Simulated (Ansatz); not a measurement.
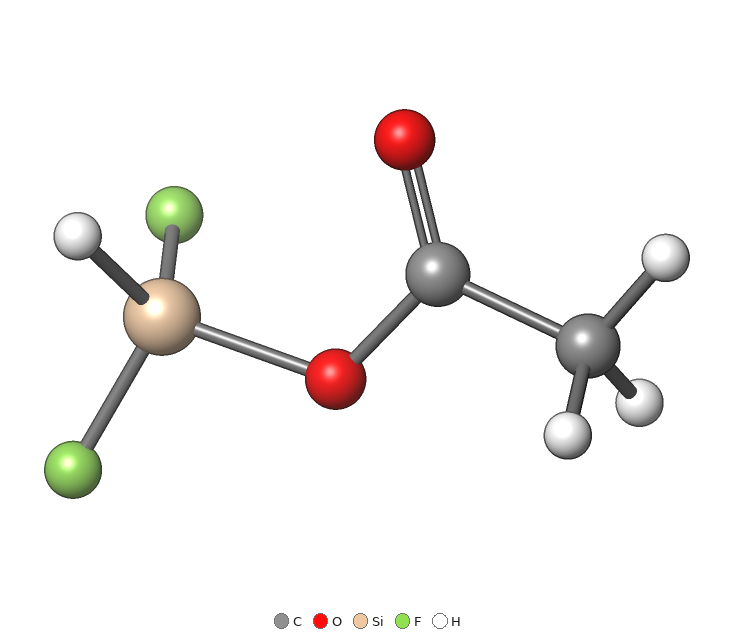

The picture shows a molecular structure as a ball-and-stick model. Multiple sticks mark multiple bonds (one Kekulé form).

The computed structure is the end point of a PBE0-D4/def2-TZVP optimisation.

> Count the atoms of each element.

C₂H₄F₂O₂Si, 11 atoms: 2 carbon, 4 hydrogen, 2 fluorine, 2 oxygen and 1 silicon.

> Write the SMILES.

CC(=O)O[SiH](F)F

> Count the bonded pairs by element.

3 C–H, 2 C–O, 2 F–Si, 1 C–C, 1 O–Si, 1 Si–H.

> Name some functional groups or characteristic bonds that it holds.

Among them: Si–H bond, Si–O bond.

The parts below concern this one geometry. Atoms keep their numbers from picture to picture.

## Geometry

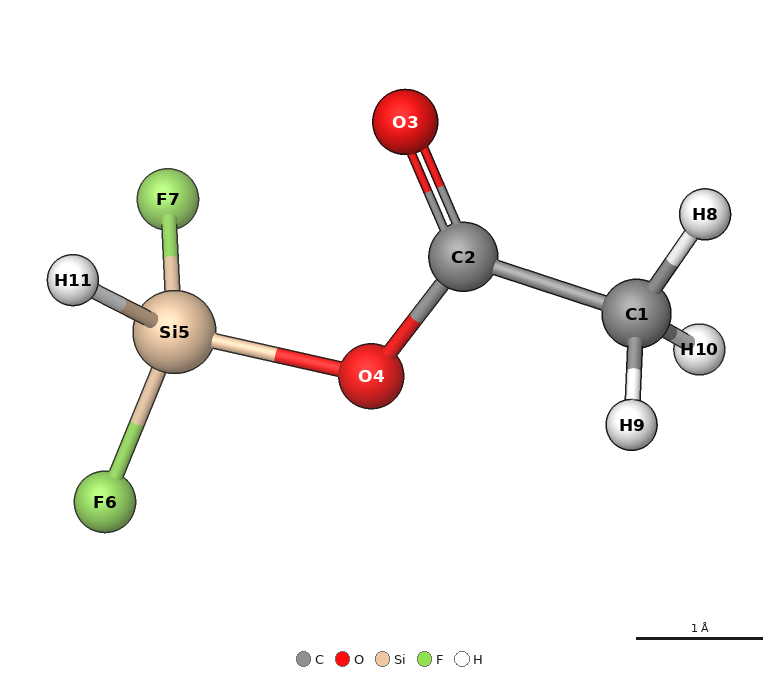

Which atoms are bonded, and how long are the bonds?

| bond | length (Å) | order |
| --- | --- | --- |
| C1–C2 | 1.490 | single |
| C1–H8 | 1.087 | single |
| C1–H9 | 1.092 | single |
| C1–H10 | 1.092 | single |
| C2–O3 | 1.200 | double |
| C2–O4 | 1.354 | single |
| O4–Si5 | 1.658 | single |
| Si5–F6 | 1.578 | single |
| Si5–F7 | 1.575 | single |
| Si5–H11 | 1.462 | single |

## Levels of theory compared

Program: Ansatz 0.2.0.

Compare HOMO–LUMO gap (eV), dipole (D) at these levels: B3LYP-D4/def2-TZVPP; PBE-D4/def2-TZVPP; r2SCAN-D4/def2-TZVPP; ωB97M-V/def2-TZVPP.

```tsv
level	HOMO–LUMO gap (eV)	dipole (D)
B3LYP-D4/def2-TZVPP	7.63	2.50
PBE-D4/def2-TZVPP	5.33	2.39
r2SCAN-D4/def2-TZVPP	5.96	2.49
ωB97M-V/def2-TZVPP	12.90	2.51
```

## Vibrations

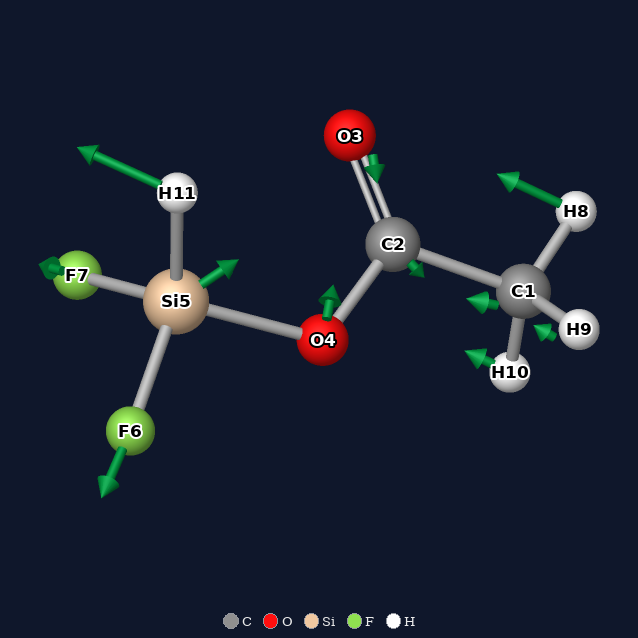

The arrows show one normal mode. Harmonic vibrations computed with RKS PBE0-D4/def2-TZVP (Ansatz 0.2.0) at a stationary point of the same level.

> Estimate its harmonic wavenumber.

907 cm⁻¹; it is mode 14 of 27 counted from the lowest.

## Charges

The questions are on Mulliken charges. Properties computed with RKS PBE0-D4/def2-TZVP (Ansatz 0.2.0).

List the Mulliken charges.

| atom | value (e) |
| --- | --- |
| C1 | −0.36 |
| C2 | 0.31 |
| O3 | −0.31 |
| O4 | −0.30 |
| Si5 | 0.78 |
| F6 | −0.29 |
| F7 | −0.27 |
| H8 | 0.15 |
| H9 | 0.15 |
| H10 | 0.15 |
| H11 | −0.02 |

Mulliken values depend strongly on the basis set and can even reverse the polarity of a bond.
